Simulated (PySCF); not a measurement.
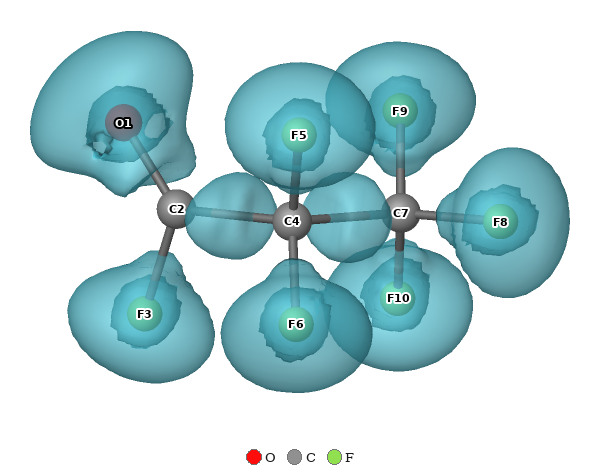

*C₃F₆O (SMILES O=C(F)C(F)(F)C(F)(F)F). Isosurface of the ELF at 0.75 (cyan), seen from one side. Only the valence region is drawn (cores and ρ < 0.01 e/Å³ removed).*

Geometry: GFN2-xTB.

The calculation used PySCF, CAM-B3LYP/def2-SVPD, SCF density, gas phase.

```
atom    x (Å)    y (Å)    z (Å)
   O   2.2270  -0.6329  -0.3513
   C   1.4465   0.1775  -0.0306
   F   1.6299   1.4862  -0.2156
   C   0.0642  -0.0667   0.6257
   F   0.0835  -1.2246   1.3096
   F  -0.2418   0.9145   1.4939
   C  -1.0544  -0.1456  -0.4624
   F  -2.2409  -0.3726   0.0774
   F  -0.7894  -1.1251  -1.3228
   F  -1.1156   0.9939  -1.1464
```

> What do the ELF domains correspond to?

At this value the surface marks out two regions between bonded C–C atoms (shared pairs), six regions on F in which the atom's valence shell and bonds are merged and one region on O in which the atom's valence shell and bonds are merged.

Values along the shortest contacts:
C–O (1.17 Å): the ELF peaks at about 0.85 between the atoms (a short, multiple covalent bond). C–F (1.32 Å): the ELF peaks at about 0.85 between the atoms, as expected for a shared but strongly polarised pair.
